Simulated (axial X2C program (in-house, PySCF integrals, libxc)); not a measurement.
**SnP⁻: relativistic diatomic calculation**

SnP⁻, single determinant with Ω = 0. Computed at this level: PBE0, two-component X2C with atomic mean-field Coulomb and Gaunt terms, Sn dyall-acv3z, P dyall-av3z (cores contracted) (axial X2C program (in-house, PySCF integrals, libxc)).

### Output
```
two-component X2C + atomic mean field  PBE0
basis functions 207  fitting functions 1060  grid points 5081
iter        total energy     max residual
   1      -6510.890558453     4.02e+00
   2      -6515.594481702     4.81e-02
   3      -6514.876050317     1.33e-01
   4      -6515.631889828     4.95e-02
   5      -6515.732147757     6.62e-03
   6      -6515.734215414     2.68e-03
   7      -6515.734227342     1.66e-03
   8      -6515.734327799     1.18e-04
   9      -6515.734328180     9.03e-05
  10      -6515.734328422     8.13e-06
  11      -6515.734328426     4.14e-06
  12      -6515.734328427     1.85e-06
converged
one-electron -9321.28571508  Coulomb 2823.52668354  exact exchange -46.66606646  xc functional -142.96660398  nuclear repulsion 175.22424203  atomic mean-field constant -3.56686846
```

### The points of the curve

```csv
R (Å),E (hartree),"dipole (D; origin at the first atom, positive when the second is positive)",highest filled (eV),lowest empty (eV)
1.971,−6515.689121,−5.08,−0.80,2.84
2.061,−6515.715539,−5.58,−0.91,2.80
2.129,−6515.726893,−5.94,−0.97,2.76
2.197,−6515.732746,−6.30,−0.98,2.70
2.265,−6515.734328,−6.65,−0.91,2.62
2.344,−6515.732079,−7.04,−0.83,2.52
2.424,−6515.726575,−7.42,−0.76,2.40
2.526,−6515.716235,−7.89,−0.69,2.25
2.650,−6515.700553,−8.44,−0.62,2.06
2.831,−6515.675172,−9.17,−0.56,1.79
```

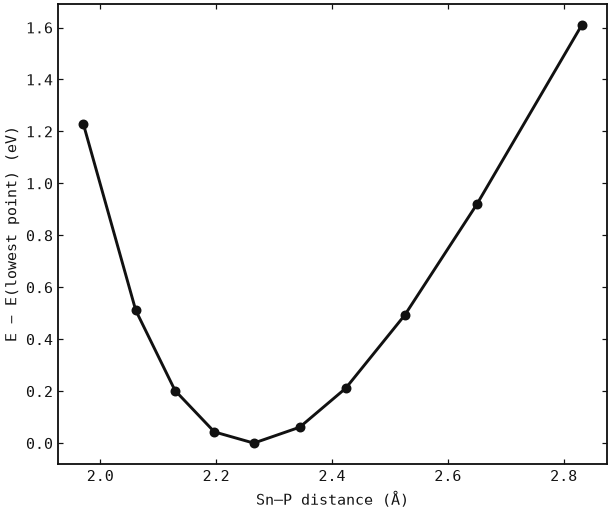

Fig. 1: Energy at 10 bond lengths, for one set of occupations held fixed; the line joins the points. A polynomial of degree 6 through 9 points gives rₑ = 2.261 Å, ωₑ = 465.3 cm⁻¹, ωₑxₑ = 1.1 cm⁻¹ and Bₑ = 0.1340 cm⁻¹. The minimum lies 3.90 eV below Sn⁻ + P, each computed as one determinant at the same level.

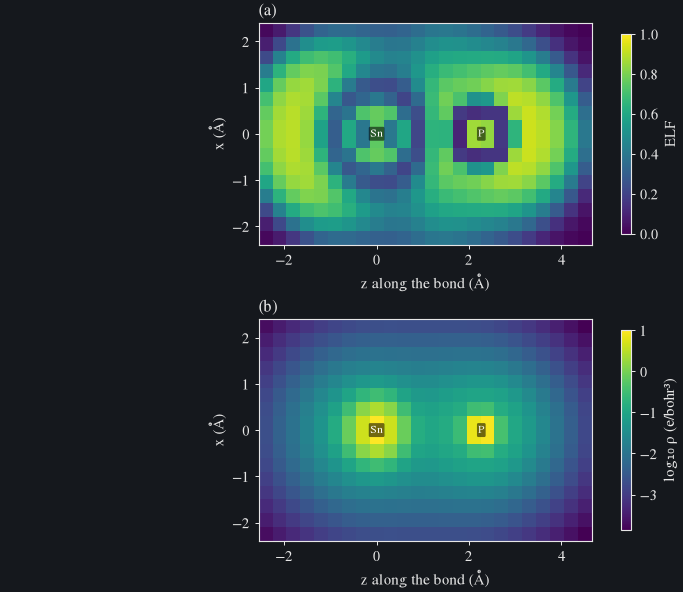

Fig. 2: (a) electron localisation function; (b) electron density on a logarithmic scale, in a plane that holds the axis, at 2.27 Å, on points 0.3 Å apart (one half computed, the other mirrored); the structure near the nuclei is finer than these points.

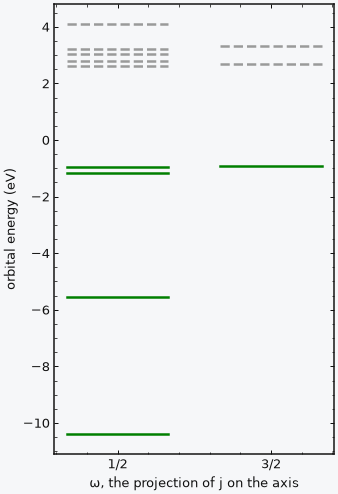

Fig. 3: Orbital energies near the frontier at 2.27 Å, filled (solid) and empty (dashed); the Kramers partners at −ω are degenerate and not drawn. The highest filled spinor (3/2; 59 % P p, 32 % Sn p) lies at −0.91 eV, the lowest empty one (1/2; 59 % Sn p, 16 % Sn d) at 2.62 eV.

### The input
```
{"zs": [50, 15], "q": -1, "bas": ["dyall-acv3z", "dyall-av3z"], "levels": ["PBE0", "HF", "BP86"], "cc": true, "r0": 2.32, "thr": -1.0, "nmax": 90, "npts": 10, "nst": 2, "ntry": 6}
```

The line is the task of a batch: nuclear charges, charge, bases, the levels to run, a first guess of the distance and further settings. This report covers PBE0 with spin-orbit coupling. The log is that of the reference distance 2.265 Å.

The run was one of a batch that the task file lists, launched with:
```bash
python <driver script> task.json out
```

### Key numbers

| quantity | value |
| --- | --- |
| outcome | converged |
| bond length rₑ | 2.261 Å |
| ωₑ | 465.3 cm⁻¹ |
| energy at the minimum | −6515.73434 hartree |
| depth below the fragments | 3.90 eV |
| hardware | 1 thread of Arm Neoverse V1, 24 GiB of memory available, shared host |
| wall time | 6.4 s |
